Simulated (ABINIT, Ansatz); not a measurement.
**A GW run on K2NaYF6 (Fm-3m) in ABINIT, with inputs changed**

A base run on K2NaYF6 (Fm-3m), then changed inputs.

Calculated with ABINIT 10.8.3; PBEsol and many-body steps on it, plane waves.

## Step 1: The structure

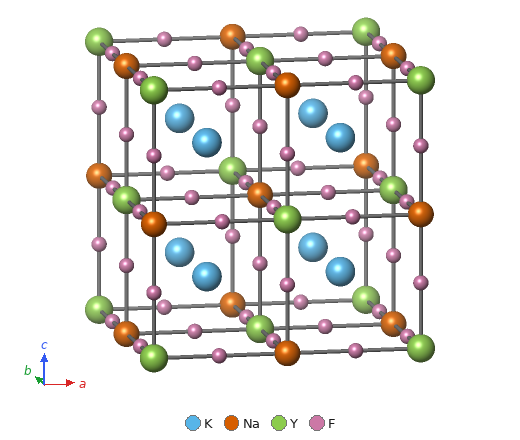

The starting structure, seen slightly off an axis (potassium blue, sodium orange, yttrium green, fluorine pink). This picture shows the conventional cell, with its axes. Some periodic images of atoms are drawn too.

The cell and positions are those that the Materials Project relaxed with its own functionals (PBE, PBE+U or r2SCAN), kept fixed.

## Step 2: Screening, 2×2×2 mesh, 230 bands, screening to 141.5 eV

This step: ABINIT 10.8.3; RPA screening on PBEsol, plane waves, norm-conserving pseudopotentials.

The RPA dielectric matrix is built and inverted for each q.

Input file run.abi:

```
acell 3*1.0 Angstrom
rprim 
  -0.000000000000 4.458286000000 4.458286000000
  4.458286000000 0.000000000000 4.458286000000
  4.458286000000 4.458286000000 0.000000000000
ntypat 4
znucl 19 11 39 9
natom 10
typat 1 1 2 3 4 4 4 4 4 4
xred 
  0.750000000000 0.750000000000 0.750000000000
  0.250000000000 0.250000000000 0.250000000000
  0.500000000000 0.500000000000 0.500000000000
  0.000000000000 -0.000000000000 0.000000000000
  0.755598000000 0.244402000000 0.244402000000
  0.244402000000 0.244402000000 0.755598000000
  0.244402000000 0.755598000000 0.755598000000
  0.244402000000 0.755598000000 0.244402000000
  0.755598000000 0.244402000000 0.755598000000
  0.755598000000 0.755598000000 0.244402000000
pp_dirpath "pseudos"
pseudos "K.upf, Na.upf, Y.upf, F.upf"
ecut 38
ngkpt 2 2 2
nshiftk 1
shiftk 0 0 0
kptopt 1
chksymbreak 0
istwfk *1
occopt 1
irdwfk 1
optdriver 3
nband 230
ecuteps 5.2
inclvkb 2
awtr 1
symchi 1
indata_prefix "in"
outdata_prefix "out"
tmpdata_prefix "tmp"
```

The run is started by

```bash
$ OMP_NUM_THREADS=1 mpirun -n 4 abinit run.abi > log
```

The log of the run:

```text
.Version 10.8.3 of ABINIT. v10.8.2 released Aug 2026.

 Symmetries : space group Fm -3 m (#225); Bravais cF (face-center cubic)
[... echo of the input left out ...]
== DATASET  1 ==================================================================
-   mpi_nproc: 4, omp_nthreads: 1 (-1 if OMP is not activated)

--- !DatasetInfo
iteration_state: {dtset: 1, }
dimensions: {natom: 10, nkpt: 3, mband: 230, nsppol: 1, nspinor: 1, nspden: 1, mpw: 13424, }
cutoff_energies: {ecut:  38.0, pawecutdg:  -1.0, }
electrons: {nelect:   8.00000000E+01, charge:   0.00000000E+00, occopt:   1.00000000E+00, tsmear:   1.00000000E-02, }

 SCREENING: Calculation of the susceptibility and dielectric matrices

 Based on a program developped by R.W. Godby, V. Olevano, G. Onida, and L. Reining.
 Incorporated in ABINIT by V. Olevano, G.-M. Rignanese, and M. Torrent.
.Using double precision arithmetic ; gwpc =  8

[... cell and pseudopotentials left out ...]
--------------------------------------------------------------------------------

 ==== K-mesh for the wavefunctions ====
 Number of points in the irreducible wedge :     3
[... list of points left out ...]
 Together with 48 symmetry operations and time-reversal symmetry
 yields     8 points in the full Brillouin Zone.

 ==== Q-mesh for the screening function ====
 Number of points in the irreducible wedge :     3
[... list of points left out ...]
 Together with 48 symmetry operations and time-reversal symmetry
 yields     8 points in the full Brillouin Zone.

 setmesh: FFT mesh size selected  =    45x   45x   45
          total number of points  =        91125

 vcoul_init : cutoff-mode = AUXILIARY_FUNCTION
 q-points for optical limit:   1
     1)      0.000010    0.000020    0.000030

- screening: taking advantage of time-reversal symmetry
- Maximum band index for partially occupied states nbvw = 40
- Remaining bands to be divided among processors   nbcw = 190
- Number of bands treated by each node ~47

 Number of electrons calculated from density =   80.0000; Expected =   80.0000
 average of density, n =  0.066890
 r_s =    1.5282
 omega_plasma =   24.9480 [eV]

 calculating chi0 at frequencies [eV] :
  1    0.000000E+00    0.000000E+00
  2    0.000000E+00    2.494798E+01

--------------------------------------------------------------------------------
  q-point number  1        q = ( 0.000000, 0.000000, 0.000000) [r.l.u.]
--------------------------------------------------------------------------------
[... chi0 elements left out ...]
 For q-point:  0.000010 0.000020 0.000030
  dielectric constant =   1.9318
  dielectric constant without local fields =   2.1263

  Average fulfillment of the sum rule on Im[epsilon] for q-point    1 :     51.32  [%]
[... wings left out ...]
  q-point number  2        q = ( 0.500000, 0.000000, 0.000000) [r.l.u.]
--------------------------------------------------------------------------------
[... chi0 elements left out ...]
  Average fulfillment of the sum rule on Im[epsilon] for q-point    2 :     55.42  [%]

 [... 1 further q-points ...]
```

It took 1.8 min on 4 MPI ranks of Arm Neoverse V2, shared host; peak memory 2.8 GiB; 7.3 min of CPU time.

Numbers from this step:

```yaml
eps_infinity_with_local_fields_on_this_mesh_along_the_program_s_q_direction: 1.932
the_same_without_local_fields: 2.126
plasma_frequency: 24.95 eV
plane_waves_in_the_screening_matrix: 645
```

Local fields lower ε∞ by 9 %. On a Γ-centred mesh this coarse the value itself is usually too large, while a short band sum pulls it down.

## Step 3: Base

The self-energy is evaluated for the states that the input lists, and the levels follow from it, in one-shot runs by the linearised quasiparticle equation.

This step: G0W0 on PBEsol, plane waves, norm-conserving pseudopotentials.

run.abi: that of step 2 with these lines changed.

```diff
@@ -31,8 +31,15 @@
 irdwfk 1
-optdriver 3
+optdriver 4
 nband 230
+gwcalctyp 0
+ecutsigx 38
+symsigma 1
+nkptgw 1
+kptgw 
+  0.0000000000 0.0000000000 0.0000000000
+bdgw 
+  38 44
 ecuteps 5.2
-inclvkb 2
-awtr 1
-symchi 1
+irdscr 1
+ppmodel 1
 indata_prefix "in"
```

The log of the run:

```text
.Version 10.8.3 of ABINIT. v10.8.2 released Aug 2026.

 Symmetries : space group Fm -3 m (#225); Bravais cF (face-center cubic)
[... echo of the input left out ...]
== DATASET  1 ==================================================================
-   mpi_nproc: 4, omp_nthreads: 1 (-1 if OMP is not activated)

--- !DatasetInfo
iteration_state: {dtset: 1, }
dimensions: {natom: 10, nkpt: 3, mband: 230, nsppol: 1, nspinor: 1, nspden: 1, mpw: 13424, }
cutoff_energies: {ecut:  38.0, pawecutdg:  -1.0, }
electrons: {nelect:   8.00000000E+01, charge:   0.00000000E+00, occopt:   1.00000000E+00, tsmear:   1.00000000E-02, }

 SIGMA: Calculation of the GW corrections

 Based on a program developped by R.W. Godby, V. Olevano, G. Onida, and L. Reining.
 Incorporated in ABINIT by V. Olevano, G.-M. Rignanese, and M. Torrent.
.Using double precision arithmetic ; gwpc =  8

[... cell and pseudopotentials left out ...]
--------------------------------------------------------------------------------

 ==== K-mesh for the wavefunctions ====
 Number of points in the irreducible wedge :     3
[... list of points left out ...]
 Together with 48 symmetry operations and time-reversal symmetry
 yields     8 points in the full Brillouin Zone.

 ==== Q-mesh for screening function ====
 Number of points in the irreducible wedge :     3
[... list of points left out ...]
 Together with 48 symmetry operations and time-reversal symmetry
 yields     8 points in the full Brillouin Zone.

 vcoul_init : cutoff-mode = AUXILIARY_FUNCTION
 q-points for optical limit:   1
     1)      0.000010    0.000020    0.000030
 setmesh: FFT mesh size selected  =    72x   72x   72
          total number of points  =       373248

 Number of electrons calculated from density =   80.0000; Expected =   80.0000
 average of density, n =  0.066890
 r_s =    1.5282
 omega_plasma =   24.9480 [eV]

 === KS Band Gaps ===
  >>>> For spin  1
   Minimum direct gap =   6.1610 [eV], located at k-point      :   0.0000  0.0000  0.0000
   Fundamental gap    =   6.1610 [eV], Top of valence bands at :   0.0000  0.0000  0.0000
                                       Bottom of conduction at :   0.0000  0.0000  0.0000
 SIGMA fundamental parameters:
 PLASMON POLE MODEL  1
 number of plane-waves for SigmaX                13371
 number of plane-waves for SigmaC and W            645
 number of plane-waves for wavefunctions         13371
 number of bands                                   230
 number of independent spin polarizations            1
 number of spinorial components                      1
 number of k-points in IBZ                           3
 number of q-points in IBZ                           3
 number of symmetry operations                      48
 number of k-points in BZ                            8
 number of q-points in BZ                            8
 number of frequencies for dSigma/dE                 9
 frequency step for dSigma/dE [eV]                0.25
 number of omega for Sigma on real axis              0
 max omega for Sigma on real axis  [eV]           0.00
 zcut for avoiding poles [eV]                     0.10

 EPSILON^-1 parameters (SCR file):
 dimension of the eps^-1 matrix on file            645
 dimension of the eps^-1 matrix used               645
 number of plane-waves for wavefunctions         13371
 number of bands                                   230
 number of q-points in IBZ                           3
 number of frequencies                               2
 number of real frequencies                          1
 number of imag frequencies                          1

 matrix elements of self-energy operator (all in [eV])

 Perturbative Calculation

--- !SelfEnergy_ee
iteration_state: {dtset: 1, }
kpoint     : [   0.000,    0.000,    0.000, ]
spin       : 1
KS_gap     :    6.161
QP_gap     :    9.536
Delta_QP_KS:    3.375
data: !SigmaeeData |
     Band     E0 <VxcDFT>   SigX SigC(E0)      Z dSigC/dE  Sig(E)    E-E0       E
       38  -0.772 -22.132 -29.441   4.973   0.808  -0.238 -24.018  -1.887  -2.658
       39  -0.772 -22.132 -29.441   4.973   0.808  -0.238 -24.018  -1.887  -2.658
       40  -0.772 -22.132 -29.441   4.973   0.808  -0.238 -24.018  -1.887  -2.658
       41   5.389  -8.175  -3.998  -2.527   0.902  -0.109  -6.687   1.488   6.877
       42   7.505 -13.709  -7.709  -2.779   0.876  -0.142 -10.888   2.821  10.326
       43   7.505 -13.709  -7.709  -2.779   0.876  -0.142 -10.888   2.821  10.326
       44   7.505 -13.709  -7.709  -2.779   0.876  -0.142 -10.888   2.821  10.326

== END DATASET(S) ==============================================================
================================================================================

 -outvars: echo values of variables after computation  --------
           etotal      0.0000000000E+00
            nband         230
             nkpt           3
          spgroup         225
 [... the other variables as echoed above ...]

 Calculation completed.
```

Elapsed: 25 s, on 4 MPI ranks; peak memory 2.2 GiB.

Numbers from this step:

| Item | Value |
| --- | --- |
| G0W0 gap on the points computed | 9.535 eV |
| starting gap on the mesh | 6.161 eV |
| k of the valence top | 0, 0, 0 |
| k of the conduction bottom | 0, 0, 0 |
| Z at the valence top | 0.808 |
| Z at the conduction bottom | 0.902 |
| least direct G0W0 gap on the computed points | 9.535 eV |

The gap on the mesh goes from 6.16 eV to 9.54 eV, a correction of +3.37 eV.

## Step 4: Scissors in G

run.abi: that of step 3 with these lines changed.

```diff
@@ -44,2 +44,3 @@
 ppmodel 1
+mbpt_sciss 1.0 eV
 indata_prefix "in"
```

The log of the run:

```text
.Version 10.8.3 of ABINIT. v10.8.2 released Aug 2026.

 Symmetries : space group Fm -3 m (#225); Bravais cF (face-center cubic)
[... echo of the input left out ...]
== DATASET  1 ==================================================================
-   mpi_nproc: 4, omp_nthreads: 1 (-1 if OMP is not activated)

--- !DatasetInfo
iteration_state: {dtset: 1, }
dimensions: {natom: 10, nkpt: 3, mband: 230, nsppol: 1, nspinor: 1, nspden: 1, mpw: 13424, }
cutoff_energies: {ecut:  38.0, pawecutdg:  -1.0, }
electrons: {nelect:   8.00000000E+01, charge:   0.00000000E+00, occopt:   1.00000000E+00, tsmear:   1.00000000E-02, }

 SIGMA: Calculation of the GW corrections

 Based on a program developped by R.W. Godby, V. Olevano, G. Onida, and L. Reining.
 Incorporated in ABINIT by V. Olevano, G.-M. Rignanese, and M. Torrent.
.Using double precision arithmetic ; gwpc =  8

[... cell and pseudopotentials left out ...]
--------------------------------------------------------------------------------

 ==== K-mesh for the wavefunctions ====
 Number of points in the irreducible wedge :     3
[... list of points left out ...]
 Together with 48 symmetry operations and time-reversal symmetry
 yields     8 points in the full Brillouin Zone.

 ==== Q-mesh for screening function ====
 Number of points in the irreducible wedge :     3
[... list of points left out ...]
 Together with 48 symmetry operations and time-reversal symmetry
 yields     8 points in the full Brillouin Zone.

 vcoul_init : cutoff-mode = AUXILIARY_FUNCTION
 q-points for optical limit:   1
     1)      0.000010    0.000020    0.000030
 setmesh: FFT mesh size selected  =    72x   72x   72
          total number of points  =       373248

 Number of electrons calculated from density =   80.0000; Expected =   80.0000
[...]
number of frequencies for dSigma/dE                 9
 frequency step for dSigma/dE [eV]                0.25
 number of omega for Sigma on real axis              0
 max omega for Sigma on real axis  [eV]           0.00
 zcut for avoiding poles [eV]                     0.10
 scissor energy [eV]                              1.00

 EPSILON^-1 parameters (SCR file):
 dimension of the eps^-1 matrix on file            645
 dimension of the eps^-1 matrix used               645
 number of plane-waves for wavefunctions         13371
 number of bands                                   230
 number of q-points in IBZ                           3
 number of frequencies                               2
 number of real frequencies                          1
 number of imag frequencies                          1

 matrix elements of self-energy operator (all in [eV])

 Perturbative Calculation

--- !SelfEnergy_ee
iteration_state: {dtset: 1, }
kpoint     : [   0.000,    0.000,    0.000, ]
spin       : 1
KS_gap     :    6.161
QP_gap     :    9.610
Delta_QP_KS:    3.449
data: !SigmaeeData |
     Band     E0 <VxcDFT>   SigX SigC(E0)      Z dSigC/dE  Sig(E)    E-E0       E
       38  -0.772 -22.132 -29.441   4.993   0.808  -0.237 -24.003  -1.871  -2.643
       39  -0.772 -22.132 -29.441   4.993   0.808  -0.237 -24.003  -1.871  -2.643
       40  -0.772 -22.132 -29.441   4.993   0.808  -0.237 -24.003  -1.871  -2.643
       41   5.389  -8.175  -3.998  -2.537   0.902  -0.109  -6.597   1.578   6.967
       42   7.505 -13.709  -7.709  -2.798   0.876  -0.141 -10.779   2.930  10.435
       43   7.505 -13.709  -7.709  -2.798   0.876  -0.141 -10.779   2.930  10.435
       44   7.505 -13.709  -7.709  -2.798   0.876  -0.141 -10.779   2.930  10.435

== END DATASET(S) ==============================================================
================================================================================

 -outvars: echo values of variables after computation  --------
           etotal      0.0000000000E+00
            nband         230
             nkpt           3
          spgroup         225
 [... the other variables as echoed above ...]

 Calculation completed.
```

It took 25 s on 4 MPI ranks; peak memory 2.1 GiB; 100 s of CPU time.

Numbers from this step:

```
G0W0 gap on the points computed              : 9.61 eV
starting gap on the mesh                     : 6.161 eV
k of the valence top                         : 0, 0, 0
k of the conduction bottom                   : 0, 0, 0
Z at the valence top                         : 0.808
Z at the conduction bottom                   : 0.902
least direct G0W0 gap on the computed points : 9.61 eV
```

## Step 5: Contour deformation on a plasmon-pole file

run.abi: that of step 4 with these lines changed.

```diff
@@ -33,3 +33,3 @@
 nband 230
-gwcalctyp 0
+gwcalctyp 2
 ecutsigx 38
@@ -43,4 +43,2 @@
 irdscr 1
-ppmodel 1
-mbpt_sciss 1.0 eV
 indata_prefix "in"
```

The log of the run:

```text
.Version 10.8.3 of ABINIT. v10.8.2 released Aug 2026.

 Symmetries : space group Fm -3 m (#225); Bravais cF (face-center cubic)
================================================================================
 Values of the parameters that define the memory need of the present run
     intxc =       0    ionmov =       0      iscf =       7    lmnmax =       6
     lnmax =       6     mgfft =      72  mpssoang =       3    mqgrid =    3001
     natom =      10  nloc_mem =       1    nspden =       1   nspinor =       1
    nsppol =       1      nsym =      48    n1xccc =    2501    ntypat =       4
    occopt =       1   xclevel =       2
-    mband =         230        mffmem =           1         mkmem =           1
       mpw =       13424          nfft =      373248          nkpt =           3
================================================================================
  Rough estimation (10% accuracy) of disk space for files :
================================================================================

--------------------------------------------------------------------------------
------------- Echo of variables that govern the present computation ------------
--------------------------------------------------------------------------------
 -outvars: echo values of preprocessed input variables --------
            acell      1.8897261259E+00  1.8897261259E+00  1.8897261259E+00 Bohr

             bdgw          38      44
      chksymbreak           0
             ecut      3.80000000E+01 Hartree
          ecuteps      5.20000000E+00 Hartree
         ecutsigx      3.80000000E+01 Hartree
          ecutwfn      3.80000000E+01 Hartree
-          fftalg         312
        gwcalctyp           2
           irdscr           1
           irdwfk           1

[...]
setmesh: FFT mesh size selected  =    72x   72x   72
          total number of points  =       373248

 Number of electrons calculated from density =   80.0000; Expected =   80.0000
 average of density, n =  0.066890
 r_s =    1.5282
 omega_plasma =   24.9480 [eV]

 === KS Band Gaps ===
  >>>> For spin  1
   Minimum direct gap =   6.1610 [eV], located at k-point      :   0.0000  0.0000  0.0000
   Fundamental gap    =   6.1610 [eV], Top of valence bands at :   0.0000  0.0000  0.0000
                                       Bottom of conduction at :   0.0000  0.0000  0.0000
 SIGMA fundamental parameters:
 CONTOUR DEFORMATION
 number of plane-waves for SigmaX                13371
 number of plane-waves for SigmaC and W            645
 number of plane-waves for wavefunctions         13371
 number of bands                                   230
 number of independent spin polarizations            1
 number of spinorial components                      1
 number of k-points in IBZ                           3
 number of q-points in IBZ                           3
 number of symmetry operations                      48
 number of k-points in BZ                            8
 number of q-points in BZ                            8
 number of frequencies for dSigma/dE                 9
 frequency step for dSigma/dE [eV]                0.25
 number of omega for Sigma on real axis              0
 max omega for Sigma on real axis  [eV]           0.00
 zcut for avoiding poles [eV]                     0.10

 EPSILON^-1 parameters (SCR file):
 dimension of the eps^-1 matrix on file            645
 dimension of the eps^-1 matrix used               645
 number of plane-waves for wavefunctions         13371
 number of bands                                   230
 number of q-points in IBZ                           3
 number of frequencies                               2
 number of real frequencies                          1
 number of imag frequencies                          1

 matrix elements of self-energy operator (all in [eV])

 Perturbative Calculation

--- !ERROR
message: |
    Fatal error

--- !ERROR
message: |
    Fatal error

--- from the log ---
Fatal error
```

Run time: 5.5 s. Hardware: 4 MPI ranks; peak memory 0.57 GiB.

The run stopped with an error after 5.5 s.

The fault put into this input: contour deformation on a plasmon-pole file.

## Step 6: The runs together

Times are wall times on 4 MPI ranks of Arm Neoverse V2, shared host, good to a factor of about two. A run's time includes the screening step that it read.

| run | mesh | bands | screening cutoff (eV) | DFT gap (eV) | gap on the mesh (eV) | direct (eV) | ε∞ used | time |
| --- | --- | --- | --- | --- | --- | --- | --- | --- |
| base | 2×2×2 | 230 | 141.5 | 6.161 | 9.535 | 9.535 | 1.93 | 2.2 min |
| scissors in G | 2×2×2 | 230 | 141.5 | 6.161 | 9.610 | 9.610 | 1.93 | 2.2 min |

## Step 7: Outcome

| Item | Value |
| --- | --- |
| base | 9.535 eV |
| scissors in G | 9.610 eV |
| known limits | not at the basis limit; no spin-orbit coupling; coarse k mesh |

Scissors in G: +0.075 eV against base (keys changed: mbpt_sciss). Bands and cutoff are finite, so the gap is not at the basis limit. The miss can reach some tenths of an eV and take either sign; the mesh is an error of its own. In the G0W0 runs levels were corrected at 1 k point alone, so a gap called «on the mesh» is the least over those, and an edge elsewhere would be missed. The 2×2×2 mesh is coarse for this cell, which bears on the long-range parts of exchange and screening. The many-body steps are scalar-relativistic: spin-orbit coupling is not in them.

[Paths, hosts, dates, memory and timing lines, banners, echoed tables and standing remarks are left out of the program output.]

[Logs are printed without paths, hosts, clocks, repeated set-up lines and the standing remarks that a program may print on its own settings, such as how far it seeks lower states.]

[Runs of the session that timed out or met a known fault of the program may be left out.]

[Hosts, paths, dates, database ids (printed as entryN), source tags and the programs' standing remarks are cut or masked in the printed files.]

[G0W0 gaps are taken among the corrected bands and points alone; a level outside them can change the order at an edge.]

[Where Ansatz stands beside ABINIT at settings called matched, ABINIT's density can come from a denser mesh and the files from another edition; pairs whose starting gaps differed by over 0.03 eV were left out, so agreement reads better than it is.]
